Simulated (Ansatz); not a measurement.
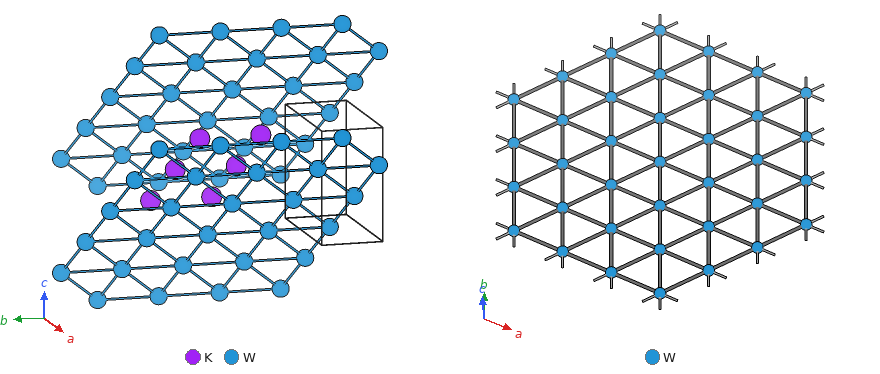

Left: the structure. Right: its underlying net. Nodes are coloured by element. One layer is drawn. Short stubs are edges that leave the cut-out.

The compound is KW (space group P-6m2, No. 187), taken as the end point of a relaxation with DFT PBE, scalar-relativistic, plane waves, PAW (Ansatz); the starting structure was generated, so it need not be a known form of this composition.

Bonds are taken as W–W below 3.2 Å; K is left out of the net, as the electropositive filling of the structure. Atoms with one bond or none are removed and atoms with two bonds are replaced by edges, until no such atom is left.

The result is a uninodal 6-connected, two-periodic (layers) net: W is a 6-connected node. It is the hxl net, known from the triangular lattice. The layers lie parallel to (001).

```csv
node,links,point symbol,coordination sequence
W,6,3⁶·4⁶·5³,6 12 18 24 30
```
